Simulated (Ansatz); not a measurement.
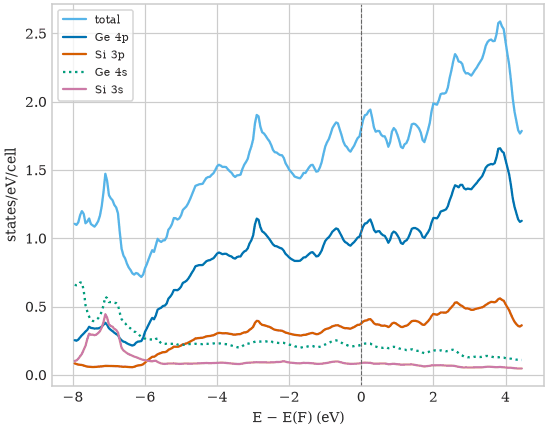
Figure: Total and projected density of states of SiGe3 in space group I4/mmm (No. 139; Si on 2a, Ge on 4d, Ge on 2b), r²SCAN+D4 (plane waves, PAW; program Ansatz)

Which orbitals carry the states next to the Fermi level?

Within 0.5 eV of the Fermi level: Ge 4p 58 %, Si 3p 21 %, Ge 4s 12 %. Projections are on Löwdin-orthogonalised atomic valence shells; empty p or d shells of many metals are not among them.

Where is the tallest occupied peak in this window, and what makes it?

Near -2.9 eV, about 1.9 states/eV per cell; the largest projected share is Ge 4p.

The first step of the workflow began from a Materials Project structure, measured or hypothetical; the Crystallography Open Database copy checked does not list it. Whether it is the stable phase at ambient conditions was not checked. The cell was relaxed with r²SCAN+D4 under the symmetry of its start; its stability against distortions is not shown here. Its formation energy is positive at this level, so the cell may be metastable or incomplete. Spin–orbit coupling is left out wherever it is not named.

Potentials: the later of the program's two PAW sets.
